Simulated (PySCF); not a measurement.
**C5H6N2Si: density, localisation and related maps**

Input

```
{"job": {"kind": "nmr", "xc": "PBE0", "basis": "pcSseg-1", "pop": false}, "charge": 0, "multiplicity": 1}
N     -2.622200     2.847100    -0.079300
C     -2.406700     1.719700    -0.033400
Si    -1.886800    -0.118300    -0.031700
N     -0.122400    -0.322300     0.079000
C      0.620400    -1.029100     0.965400
C      1.938700    -0.937900     0.722400
C      2.018900    -0.062700    -0.408400
C      0.746700     0.245500    -0.781900
H     -2.218800    -0.782900     1.240200
H     -2.647000    -0.474500    -1.174900
H      0.015300    -1.535700     1.760200
H      2.719400    -1.245700     1.415500
H      2.987200     0.000500    -0.906600
H      0.354700     0.559300    -1.669600
```

Run with:

```sh
OMP_NUM_THREADS=1 python probes_run.py task.json out
```

Geometry: GFN2-xTB, MD frame at 250 fs, 300 K.

Theory: PBE0/pcSseg-1, SCF density, gas phase, non-relativistic (PySCF 2.14.0).

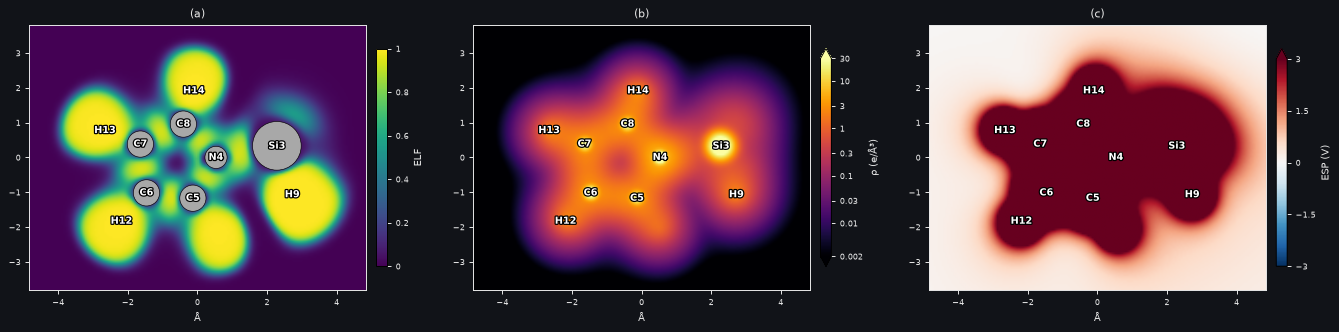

Figure 1. (a) electron localisation function; (b) electron density; (c) electrostatic potential on the plane of atoms N4, Si3 and H9. Grey discs cover the atomic cores in the ELF map.

Interpret the plot.

Answer.
- The plane passes through Si, N, C and H nuclei.
- C–C (1.34 Å): the density is about 2.3 e/Å³ at the midpoint; the ELF peaks at about 0.95 between the atoms: a multiple bond.
- Si–N (1.78 Å): ρ at the midpoint is about 1 e/Å³; the ELF peaks at about 0.95 between the atoms, as expected for a shared but strongly polarised pair.
- C–H (1.02 Å): the density is about 2.3 e/Å³ at the midpoint; the ELF climbs to about 1 towards the hydrogen, as it does in any bond to H; an ordinary covalent bond to hydrogen.
- C–C (1.43 Å): ρ is about 1.9 e/Å³ halfway; the ELF peaks at about 0.95 between the atoms, as expected for localised, covalent bonding.
- The potential has no marked negative region in this plane.

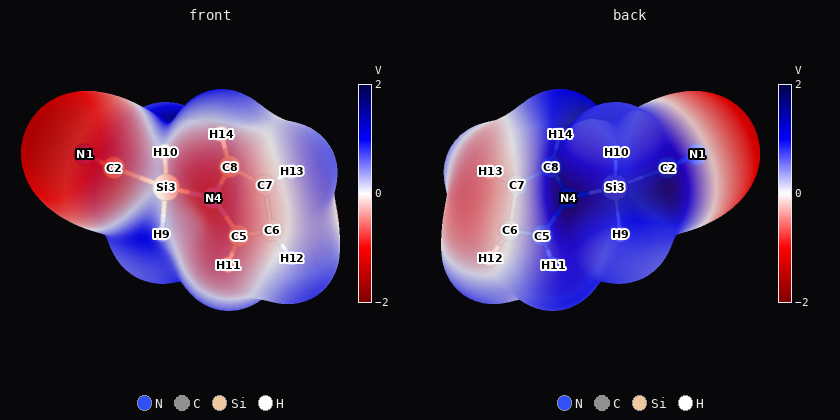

Figure 2. The electrostatic potential painted on the density surface at 0.001 e/bohr³, seen from the front and from behind; red is negative and blue positive.

Which sites attract a positive test charge, and which a negative one?

Answer. A positive charge is drawn to the negative regions and a negative charge to the positive ones. The most negative region (about −1.5 V) lies over N1, the most positive (about +1.7 V) over Si3. N1 is the likeliest acceptor of a hydrogen bond.

What dipole moment does the calculation give?

Answer. Its dipole moment is 3.64 D.
